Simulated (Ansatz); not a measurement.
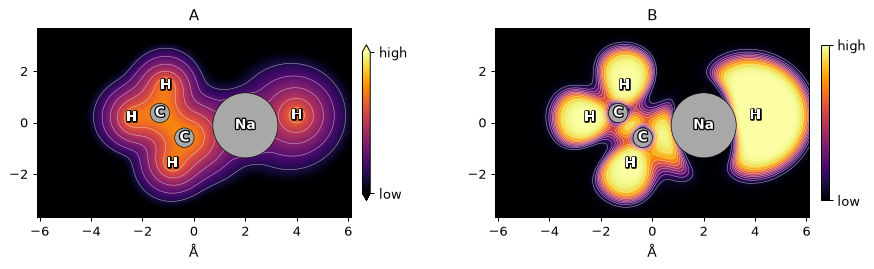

C₂H₄Na (SMILES C=[CH][NaH-]) (charge −1): 2 fields on the molecular plane, with unlabelled colour scales. Grey discs cover the atomic cores.

Geometry: B3LYP-D3(BJ)/def2-SVPD.

These are results of isolated molecule in a Gaussian basis; Kohn-Sham density functional theory, functional PBE0 (Ansatz), not measurements.

Question: Which field does each panel show? The fields are: electron density and electron localisation function.

Answer: Panel A: electron density. Panel B: electron localisation function. From the grid: C–C (1.35 Å): ρ is about 2.3 e/Å³ halfway; the ELF peaks at about 0.90 between the atoms: a covalent bond. C–Na (2.42 Å): ρ at the midpoint is about 0.24 e/Å³; the ELF peaks at about 1 in the valence shell of C, 0.8 Å from its nucleus, and is about 0.55 at the midpoint.
